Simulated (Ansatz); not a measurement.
**Geometry relaxation, with input and output: W8BC8 (part 2 of 2)**

W8BC8 (slab, 17 atoms in the cell); DFT r2SCAN, scalar-relativistic, plane waves, PAW, PAW set soft_1, no spin polarisation (Ansatz 0.2.0); cutoff 500 eV, 2×2×1 k-mesh, Fermi–Dirac smearing of 0.05 eV. The structure derives from an entry of the Crystallography Open Database. The input holds or restrains some coordinates. Forces given for the steps count only the free coordinates. It belongs to a series of runs on one base structure; here: start relaxed.

Geometry of the input (Å; fractional positions):
```
5.7041  0.0000  0.0000
-2.8520  4.9399  0.0000
0.0000  0.0000  15.2011
W  0.0000  0.0000  0.0658
C  0.3333  0.1667  0.1579
W  0.0000  0.0000  0.2500
C  0.3333  0.1667  0.3422
W  -0.0000  0.5000  0.0658
C  0.3333  0.6667  0.1579
W  -0.0000  0.5000  0.2500
C  0.3333  0.6667  0.3422
W  0.5000  0.0000  0.0658
C  0.8333  0.1667  0.1579
W  0.5000  0.0000  0.2500
C  0.8333  0.1667  0.3422
W  0.5000  0.5000  0.0658
C  0.8333  0.6667  0.1579
W  0.5000  0.5000  0.2500
C  0.8333  0.6667  0.3422
B  0.6497  0.3211  0.3790
```

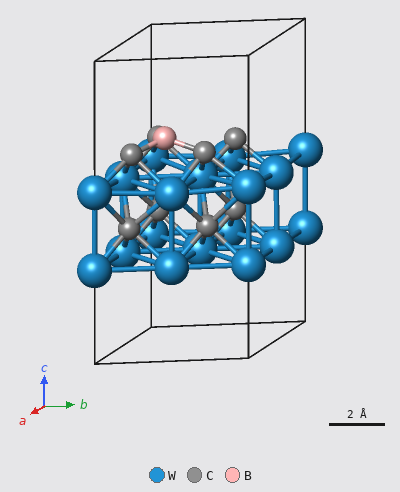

Figure 1. The geometry at step 3 of the log (ball-and-stick view of the cell of the calculation, with the vacuum cut short, seen slightly off an axis).

### The program's output, continued
```
SCF iter   1: F=-85343.117442 eV  HF=-85343.112698 eV  |F-HF|=4.74e-3  |Δ(HF+E_count)|=         —  Δρ=1.06e-3  dr2=1.31e-2  dr2_τ=4.01e-2  ethr=5.87e-5  ⟨swp⟩=3.0  Hψ=710  notcnv=0  defer=26
preconditioner: auto → LDOS  [metal: Δε(μ)=0.025 eV  Ē_g=7.904 eV  σ=0.050 eV  W_gap=0.12  n_scr=82 (ndim 8)  ℏωp=16.3 eV  f_vac=0.498  D(μ)=14.30/eV (n_scr^D=106)  β→1.0]
SCF iter   2: F=-85343.126742 eV  HF=-85343.127709 eV  |F-HF|=9.67e-4  |Δ(HF+E_count)|=   1.50e-2  Δρ=5.62e-4  dr2=1.84e-3  dr2_τ=1.65e-4  ethr=8.90e-6  ⟨swp⟩=2.0  Hψ=604  notcnv=0  defer=26
SCF iter   3: F=-85343.126837 eV  HF=-85343.127934 eV  |F-HF|=1.10e-3  |Δ(HF+E_count)|=   2.25e-4  Δρ=3.08e-4  dr2=1.29e-3  dr2_τ=2.51e-5  ethr=1.25e-6  ⟨swp⟩=2.0  Hψ=609  notcnv=0  defer=26
SCF iter   4: F=-85343.127763 eV  HF=-85343.127855 eV  |F-HF|=9.19e-5  |Δ(HF+E_count)|=   7.83e-5  Δρ=1.28e-4  dr2=1.37e-4  dr2_τ=5.82e-6  ethr=8.80e-7  ⟨swp⟩=2.0  Hψ=495  notcnv=0  defer=26
SCF iter   5: F=-85343.127817 eV  HF=-85343.127848 eV  |F-HF|=3.04e-5  |Δ(HF+E_count)|=   7.52e-6  Δρ=6.70e-5  dr2=4.45e-5  dr2_τ=1.16e-6  ethr=9.34e-8  ⟨swp⟩=3.0  Hψ=657  notcnv=0  defer=26
SCF iter   6: F=-85343.127572 eV  HF=-85343.127578 eV  |F-HF|=5.29e-6  |Δ(HF+E_count)|=   2.70e-4  Δρ=2.87e-5  dr2=8.48e-6  dr2_τ=1.06e-7  ethr=3.03e-8  ⟨swp⟩=2.0  Hψ=479  notcnv=0  defer=26
SCF iter   7: F=-85343.127576 eV  HF=-85343.127577 eV  |F-HF|=1.67e-6  |Δ(HF+E_count)|=   4.24e-7  Δρ=1.70e-5  dr2=2.88e-6  dr2_τ=3.88e-8  ethr=5.77e-9  ⟨swp⟩=2.0  Hψ=510  notcnv=0  defer=26
SCF iter   8: F=-85343.127576 eV  HF=-85343.127577 eV  |F-HF|=7.79e-7  |Δ(HF+E_count)|=   2.05e-8  Δρ=1.06e-5  dr2=1.11e-6  dr2_τ=3.97e-8  ethr=1.96e-9  ⟨swp⟩=2.5  Hψ=507  notcnv=0  defer=26
SCF iter   9: F=-85343.127577 eV  HF=-85343.127577 eV  |F-HF|=2.30e-7  |Δ(HF+E_count)|=   1.08e-7  Δρ=4.81e-6  dr2=2.56e-7  dr2_τ=1.07e-8  ethr=7.52e-10  ⟨swp⟩=2.2  Hψ=507  notcnv=0  defer=26
SCF iter  10: F=-85343.127577 eV  HF=-85343.127577 eV  |F-HF|=5.94e-8  |Δ(HF+E_count)|=   2.89e-8  Δρ=2.47e-6  dr2=4.78e-8  dr2_τ=2.50e-9  ethr=6.80e-11  ⟨swp⟩=5.0  Hψ=1279  notcnv=0
SCF 5 converged in 10 iterations: F = -85343.127577 eV  dr2 = 4.78e-8
relax step   5: F+E_penalty+E_count = -85343.12757707 eV  Δ(F+E_penalty+E_count) = -4.989e-3 eV  max|allowed force component| = 8.104e-2 eV/Å  Δτ_max = 0.0109 Å  (10 SCF iters, accepted)
SCF iter   1: F=-85343.122333 eV  HF=-85343.127237 eV  |F-HF|=4.90e-3  |Δ(HF+E_count)|=         —  Δρ=1.27e-3  dr2=1.14e-2  dr2_τ=1.03e-2  ethr=5.53e-5  ⟨swp⟩=3.0  Hψ=691  notcnv=0  defer=26
preconditioner: auto → LDOS  [metal: Δε(μ)=0.076 eV  Ē_g=7.906 eV  σ=0.050 eV  W_gap=0.32  n_scr=82 (ndim 8)  ℏωp=16.3 eV  f_vac=0.498  D(μ)=14.46/eV (n_scr^D=106)  β→1.0]
SCF iter   2: F=-85343.127138 eV  HF=-85343.129108 eV  |F-HF|=1.97e-3  |Δ(HF+E_count)|=   1.87e-3  Δρ=6.12e-4  dr2=2.81e-3  dr2_τ=1.35e-4  ethr=7.76e-6  ⟨swp⟩=2.5  Hψ=606  notcnv=0  defer=26
SCF iter   3: F=-85343.128181 eV  HF=-85343.128950 eV  |F-HF|=7.69e-4  |Δ(HF+E_count)|=   1.58e-4  Δρ=3.47e-4  dr2=1.06e-3  dr2_τ=3.35e-5  ethr=1.91e-6  ⟨swp⟩=3.5  Hψ=733  notcnv=0  defer=26
SCF iter   4: F=-85343.128640 eV  HF=-85343.128854 eV  |F-HF|=2.14e-4  |Δ(HF+E_count)|=   9.61e-5  Δρ=1.64e-4  dr2=2.76e-4  dr2_τ=5.80e-6  ethr=7.20e-7  ⟨swp⟩=2.0  Hψ=565  notcnv=0  defer=26
SCF iter   5: F=-85343.128823 eV  HF=-85343.128829 eV  |F-HF|=5.86e-6  |Δ(HF+E_count)|=   2.58e-5  Δρ=4.63e-5  dr2=1.40e-5  dr2_τ=4.29e-7  ethr=1.88e-7  ⟨swp⟩=2.0  Hψ=510  notcnv=0  defer=26
SCF iter   6: F=-85343.128535 eV  HF=-85343.128536 eV  |F-HF|=5.52e-7  |Δ(HF+E_count)|=   2.92e-4  Δρ=1.38e-5  dr2=1.49e-6  dr2_τ=8.79e-8  ethr=9.51e-9  ⟨swp⟩=3.2  Hψ=710  notcnv=0  defer=26
SCF iter   7: F=-85343.128536 eV  HF=-85343.128536 eV  |F-HF|=1.27e-7  |Δ(HF+E_count)|=   4.55e-7  Δρ=4.45e-6  dr2=1.78e-7  dr2_τ=1.60e-8  ethr=1.01e-9  ⟨swp⟩=2.5  Hψ=613  notcnv=0  defer=26
SCF iter   8: F=-85343.128536 eV  HF=-85343.128537 eV  |F-HF|=4.30e-8  |Δ(HF+E_count)|=   1.54e-8  Δρ=2.12e-6  dr2=3.88e-8  dr2_τ=2.40e-9  ethr=6.80e-11  ⟨swp⟩=5.0  Hψ=1301  notcnv=0
SCF 6 converged in 8 iterations: F = -85343.128536 eV  dr2 = 3.88e-8
relax step   6: F+E_penalty+E_count = -85343.12853646 eV  Δ(F+E_penalty+E_count) = -9.594e-4 eV  max|allowed force component| = 1.031e-2 eV/Å  Δτ_max = 0.0102 Å  (8 SCF iters, accepted)
iter 1 solved again at ethr=2.61e-11 eV; its pass at ethr=3.10e-3 eV (dr2=3.84e-8 eV) is discarded
SCF iter   1: F=-85343.128536 eV  HF=-85343.128537 eV  |F-HF|=4.31e-8  |Δ(HF+E_count)|=         —  Δρ=2.12e-6  dr2=3.89e-8  dr2_τ=2.40e-9  ethr=2.61e-11  ⟨swp⟩=1.8  Hψ=1041  notcnv=0  defer=26
preconditioner: auto → LDOS  [metal: Δε(μ)=0.075 eV  Ē_g=7.905 eV  σ=0.050 eV  W_gap=0.32  n_scr=82 (ndim 8)  ℏωp=16.3 eV  f_vac=0.498  D(μ)=14.50/eV (n_scr^D=106)  β→1.0]
SCF iter   2: F=-85343.128536 eV  HF=-85343.128536 eV  |F-HF|=2.57e-8  |Δ(HF+E_count)|=   7.48e-9  Δρ=1.41e-6  dr2=2.18e-8  dr2_τ=1.15e-9  ethr=2.61e-11  ⟨swp⟩=5.0  Hψ=1096  notcnv=0
SCF 7 converged in 2 iterations: F = -85343.128536 eV  dr2 = 2.18e-8
SCF converged after 2 iterations
Free energy (F): -85343.128536 eV
Harris-Foulkes:  -85343.128536 eV  (|F-HF|=2.57e-8)
Internal energy: -85343.023379 eV  (E = F + TS)
E sigma→0 (E₀):  -85343.075957 eV
Entropy (-TS):   -0.105158 eV (-6.186 meV/atom)
Fermi energy:    5.034973 eV
--- Per-component energies (eV) ---
  E_band       = -2830.017806
  E_kinetic    = 4126.637695
  E_local      = -75248.867002  (includes V_loc(G=0)·N_el)
  E_nonlocal   = -1.759957
  E_hartree    = 36075.803066
  E_xc         = -2404.012663
  E_vxc        = -2570.733508  (∫ρ·V_xc dr)
  E_paw        = -69752.416826  (= ΣΔE_a)
  E_vpaw       = -1421.887894  (= ΣTr[D̂ρ^β])
  E_aug_tail   = 0.000496  (compensation charges beyond the density's cutoff)
  E_vtau       = 134.970549  (kinetic-family band-sum trace: ∫τ·v_τ [+ j·A + Jᵃ·Aᵃ] dr)
  E_ewald      = 21866.513675
  E_core_change = -4.921864  (= ΣΔE_core)
  E_smearing   = -0.105158  (= −TS)
  E_closure    = 0.000000  (closes the sum)
  Σ components = -85343.128536   (vs F -85343.128536, Δ=0.00e0)
--- Forces (eV/Å), atoms counted from 1 ---
  atom   1  W      0.00173571    -0.00226002     0.89382279
  atom   2  C      0.00047117     0.00071213    -0.00185326
  atom   3  W      0.00156563    -0.00291847     0.00720950
  atom   4  C     -0.01031852    -0.00009415     0.00209667
  atom   5  W     -0.35546961    -0.20318410    -0.29726092
  atom   6  C     -0.00035038    -0.00066256     0.00167583
  atom   7  W     -0.00205395    -0.00289292    -0.00173934
  atom   8  C      0.00147024     0.00067062     0.00443510
  atom   9  W     -0.00072274     0.41113635    -0.30222713
  atom  10  C     -0.00009405     0.00034363    -0.00391604
  atom  11  W      0.00106720    -0.00224572    -0.00083037
  atom  12  C      0.00920269    -0.00296788    -0.00327342
  atom  13  W      0.35407799    -0.20312958    -0.28889332
  atom  14  C     -0.00013921     0.00064325    -0.00288349
  atom  15  W      0.00250024    -0.00325719    -0.00677046
  atom  16  C     -0.00283355     0.00841388     0.00407186
  atom  17  B     -0.00011887     0.00168800    -0.00342323
  max |Σ_I F_I| component: 2.41e-4 eV/Å
--- Relaxed structure (6 steps of the walk, 6 accepted, 0 SCFs on fresh bases) ---
  F+E_penalty+E_count = -85343.12853646 eV   max|allowed force component| = 1.031e-2 eV/Å
  atoms:
    - { symbol: W, position: [0.0, 0.0, 0.06578450000000001] }
    - { symbol: C, position: [0.3289504306473206, 0.16454287275716079, 0.15352723354804756] }
    - { symbol: W, position: [-1.5034203812910036e-5, 0.0001558451650101924, 0.26146795588711264] }
    - { symbol: C, position: [0.35170317422036146, 0.17563167417753867, 0.3388079932868538] }
    - { symbol: W, position: [5.551115123125783e-17, 0.5000000000000001, 0.06578450000000001] }
    - { symbol: C, position: [0.33334665958258697, 0.6666829862336271, 0.14991098302679154] }
    - { symbol: W, position: [0.005447647119810578, 0.5027903536071551, 0.25200766668973923] }
    - { symbol: C, position: [0.33325922528661667, 0.6670253709570575, 0.3267194725861091] }
    - { symbol: W, position: [0.5, 0.0, 0.06578450000000001] }
    - { symbol: C, position: [0.8355615305879851, 0.164496366752601, 0.15352351923115162] }
    - { symbol: W, position: [0.497318002694515, -0.0052964003718551315, 0.25195881381105184] }
    - { symbol: C, position: [0.8239977154802457, 0.17585893664013907, 0.338896261633831] }
    - { symbol: W, position: [0.5, 0.5000000000000001, 0.06578450000000001] }
    - { symbol: C, position: [0.8354803348405926, 0.6710354368227515, 0.1535361480430984] }
    - { symbol: W, position: [0.4972270139286534, 0.5028519418110329, 0.2521046662093601] }
    - { symbol: C, position: [0.8243531240145148, 0.6484078751121142, 0.33876193743156496] }
    - { symbol: B, position: [0.6666655404677488, 0.33333331117068593, 0.36217134305090626] }
settings of this run that can trade accuracy for cost: accuracy: low. Do not mix this run's numbers with those of runs without the same settings; the input reference describes each key
```

### Trajectory as extended XYZ (Å, eV, eV/Å), 6 frames, from step=1 to step=6
```
17
Lattice="5.7041 0.0000 0.0000 -2.8520 4.9399 0.0000 0.0000 0.0000 15.2011" Properties=species:S:1:pos:R:3:forces:R:3 step=1 energy=-85340.57757
W     0.0000    0.0000    1.0000   -0.0097  -0.0123   0.7249
C     1.4260    0.8233    2.4004    0.0219   0.0144  -1.8438
W     0.0000    0.0000    3.8008   -0.0120  -0.0066   5.4829
C     1.4260    0.8233    5.2011    1.8013   0.9576  -1.0017
W    -1.4260    2.4699    1.0000   -0.0088  -0.0080   0.3334
C     0.0000    3.2932    2.4004   -0.0330  -0.0306  -1.8130
W    -1.4260    2.4699    3.8008    0.8469   0.5269   4.0079
C     0.0000    3.2932    5.2011    0.0018   0.0081  -4.8913
W     2.8520    0.0000    1.0000   -0.0062   0.0007   0.3559
C     4.2780    0.8233    2.4004    0.0102   0.0059  -1.8378
W     2.8520    0.0000    3.8008    0.1005  -1.0185   3.8062
C     4.2780    0.8233    5.2011   -2.1546   0.9486  -1.2018
W     1.4260    2.4699    1.0000   -0.0010  -0.0100   0.3509
C     2.8520    3.2932    2.4004    0.0099   0.0159  -1.8323
W     1.4260    2.4699    3.8008   -0.8089   0.6208   3.8827
C     2.8520    3.2932    5.2011   -0.1826  -2.3290  -1.3263
B     2.7903    1.5862    5.7611    0.4243   0.3162  -3.1907
17
Lattice="5.7041 0.0000 0.0000 -2.8520 4.9399 0.0000 0.0000 0.0000 15.2011" Properties=species:S:1:pos:R:3:forces:R:3 step=2 energy=-85342.82460
W     0.0000    0.0000    1.0000   -0.0029  -0.0086   1.6096
C     1.4114    0.8154    2.3860   -0.0483  -0.0336  -1.0088
W    -0.0005    0.0000    3.9619    0.0242   0.0249   0.7040
C     1.4781    0.8501    5.1752    0.5614   0.2817   0.2070
W    -1.4260    2.4699    1.0000   -0.1989  -0.1136   0.7186
C    -0.0025    3.2907    2.3616    0.0070   0.0065  -1.4282
W    -1.4134    2.4774    3.8544    0.1813   0.1015   0.5102
C     0.0008    3.2948    5.0064    0.0227   0.0334  -0.5337
W     2.8520    0.0000    1.0000   -0.0007   0.2073   0.6704
C     4.2940    0.8159    2.3864    0.0332  -0.0383  -0.9995
W     2.8529   -0.0176    3.8448   -0.0369  -0.2246   0.4865
C     4.2181    0.8471    5.1677   -0.9378   0.4187   0.2380
W     1.4260    2.4699    1.0000    0.1853  -0.1069   0.6889
C     2.8531    3.3110    2.3870   -0.0113   0.0413  -1.0004
W     1.4118    2.4793    3.8482   -0.2119   0.0790   0.5030
C     2.8453    3.2284    5.1642   -0.0675  -1.0817   0.2059
B     2.8107    1.6057    5.6355    0.5015   0.4138  -1.5646
17
Lattice="5.7041 0.0000 0.0000 -2.8520 4.9399 0.0000 0.0000 0.0000 15.2011" Properties=species:S:1:pos:R:3:forces:R:3 step=3 energy=-85343.08217
W     0.0000    0.0000    1.0000   -0.0105  -0.0167   0.4933
C     1.4047    0.8118    2.3186   -0.0006   0.0002   0.1338
W     0.0039    0.0045    3.9518   -0.0525  -0.0429  -0.2220
C     1.5072    0.8664    5.1195   -0.0743  -0.0590   0.1482
W    -1.4260    2.4699    1.0000   -0.4357  -0.2457  -0.8362
C    -0.0010    3.2922    2.2650    0.0072   0.0062   0.0187
W    -1.3972    2.4868    3.8014   -0.2617  -0.1448   0.3199
C     0.0040    3.2997    4.9201    0.0266   0.0330   0.3933
W     2.8520    0.0000    1.0000    0.0111   0.4837  -0.9028
C     4.3006    0.8118    2.3205   -0.0106   0.0112   0.1126
W     2.8519   -0.0294    3.7916    0.0093   0.2597   0.3189
C     4.1946    0.8618    5.1030   -0.1106   0.0336   0.2982
W     1.4260    2.4699    1.0000    0.4298  -0.2292  -0.8721
C     2.8528    3.3188    2.3216    0.0034  -0.0215   0.1028
W     1.3989    2.4857    3.7960    0.2366  -0.1215   0.3209
C     2.8467    3.2030    5.0956   -0.0106  -0.1701   0.3328
B     2.8380    1.6318    5.4719    0.2434   0.2243  -0.1577
17
Lattice="5.7041 0.0000 0.0000 -2.8520 4.9399 0.0000 0.0000 0.0000 15.2011" Properties=species:S:1:pos:R:3:forces:R:3 step=4 energy=-85343.12259
W     0.0000    0.0000    1.0000   -0.0058  -0.0122   0.9709
C     1.4056    0.8126    2.3344    0.0301   0.0146   0.0305
W     0.0014    0.0026    3.9845    0.0316   0.0288  -0.1219
C     1.5078    0.8667    5.1676   -0.1011  -0.0632  -0.0637
W    -1.4260    2.4699    1.0000   -0.3535  -0.1999  -0.1248
C    -0.0005    3.2927    2.2797    0.0068   0.0064   0.0336
W    -1.4000    2.4858    3.8479    0.0045  -0.0102  -0.2620
C     0.0062    3.3026    4.9721   -0.0017   0.0019   0.1062
W     2.8520    0.0000    1.0000    0.0032   0.4130  -0.1950
C     4.2991    0.8135    2.3353   -0.0363   0.0139   0.0246
W     2.8533   -0.0239    3.8360   -0.0479  -0.0237  -0.2452
C     4.1944    0.8628    5.1568    0.0374  -0.0239   0.0340
W     1.4260    2.4699    1.0000    0.3581  -0.1986  -0.1634
C     2.8532    3.3163    2.3359   -0.0042  -0.0410   0.0219
W     1.4037    2.4852    3.8413   -0.0430  -0.0442  -0.2471
C     2.8476    3.2027    5.1505    0.0032   0.0179   0.0622
B     2.8445    1.6382    5.5053    0.1187   0.1205   0.1392
17
Lattice="5.7041 0.0000 0.0000 -2.8520 4.9399 0.0000 0.0000 0.0000 15.2011" Properties=species:S:1:pos:R:3:forces:R:3 step=5 energy=-85343.12758
W     0.0000    0.0000    1.0000   -0.0065  -0.0124   0.8923
C     1.4067    0.8132    2.3332    0.0000  -0.0007   0.0005
W     0.0022    0.0034    3.9736    0.0007   0.0003   0.0152
C     1.5075    0.8667    5.1582   -0.0394  -0.0236  -0.0526
W    -1.4260    2.4699    1.0000   -0.3542  -0.2001  -0.2548
C    -0.0003    3.2929    2.2793    0.0037   0.0037  -0.0063
W    -1.4004    2.4855    3.8371    0.0073  -0.0027  -0.0285
C     0.0057    3.3022    4.9668   -0.0034  -0.0014   0.0038
W     2.8520    0.0000    1.0000    0.0045   0.4124  -0.3212
C     4.2979    0.8139    2.3339   -0.0036   0.0017  -0.0026
W     2.8530   -0.0239    3.8262   -0.0212  -0.0112  -0.0051
C     4.1962    0.8628    5.1492   -0.0065   0.0068   0.0180
W     1.4260    2.4699    1.0000    0.3585  -0.1973  -0.2896
C     2.8529    3.3150    2.3346    0.0000  -0.0062  -0.0040
W     1.4037    2.4848    3.8314   -0.0223  -0.0190  -0.0122
C     2.8484    3.2048    5.1435    0.0044  -0.0312   0.0412
B     2.8473    1.6410    5.5047    0.0782   0.0810   0.0059
17
Lattice="5.7041 0.0000 0.0000 -2.8520 4.9399 0.0000 0.0000 0.0000 15.2011" Properties=species:S:1:pos:R:3:forces:R:3 step=6 energy=-85343.12854
W     0.0000    0.0000    1.0000    0.0017  -0.0023   0.8938
C     1.4071    0.8128    2.3338    0.0005   0.0007  -0.0019
W    -0.0005    0.0008    3.9746    0.0016  -0.0029   0.0072
C     1.5052    0.8676    5.1503   -0.0103  -0.0001   0.0021
W    -1.4260    2.4699    1.0000   -0.3555  -0.2032  -0.2973
C     0.0000    3.2933    2.2788   -0.0003  -0.0006   0.0017
W    -1.4029    2.4837    3.8308   -0.0021  -0.0029  -0.0017
C    -0.0014    3.2950    4.9665    0.0014   0.0006   0.0044
W     2.8520    0.0000    1.0000   -0.0007   0.4111  -0.3022
C     4.2969    0.8126    2.3337   -0.0001   0.0003  -0.0039
W     2.8518   -0.0262    3.8301    0.0011  -0.0023  -0.0008
C     4.1986    0.8687    5.1516    0.0092  -0.0030  -0.0033
W     1.4260    2.4699    1.0000    0.3541  -0.2031  -0.2889
C     2.8518    3.3148    2.3339   -0.0002   0.0007  -0.0029
W     1.4021    2.4840    3.8323    0.0025  -0.0033  -0.0068
C     2.8529    3.2030    5.1496   -0.0028   0.0084   0.0041
B     2.8520    1.6466    5.5054   -0.0001   0.0017  -0.0034
```

### Results in brief

| quantity | value |
| --- | --- |
| outcome | converged under the restraints of the input |
| electrons treated | 147 |
| free energy | −85343.1285 eV |
| Fermi energy | 5.035 eV |
| final volume | 428.33 Å³ |
| largest force (length of the vector) at the end, held atoms and coordinates included | 0.894 eV/Å |
| hardware | 2 threads of Arm Neoverse V1, 24 GiB of memory available, shared host |
| wall time | 2.1 min (CPU time 4.1 min) |
| peak memory | 1.3 GiB |

The input asks for low accuracy. Spin–orbit coupling is left out, which matters for W. The k-point mesh is coarse for a cell of this size, so the results may not be converged.
